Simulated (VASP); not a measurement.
Band structure of CoP (relaxed from the zinc blende structure, space group F-43m). Computed with PBEsol GGA, VASP's PBE PAW potentials (set 64) (plane waves; VASP).

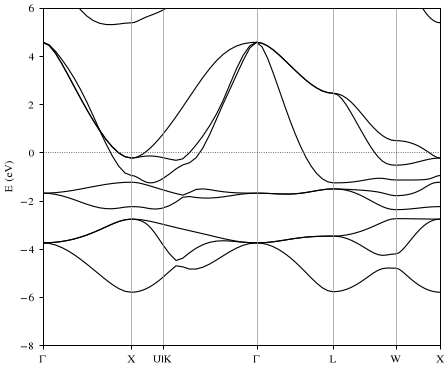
Bands along high-symmetry lines, zero at the valence-band maximum or, without a gap, the Fermi level

Problem. Read the plot: is there a gap, and where are the band edges?

Solution. It has no gap at this level: it comes out as a metal or semimetal. (Edges off the drawn lines would not show.)

The structure was generated: CoP was put into the zinc blende type (F-43m), which need not be its known phase. It was relaxed first, which changed the volume by -24 %. The run is not spin-polarised, so no magnetic state was tried.
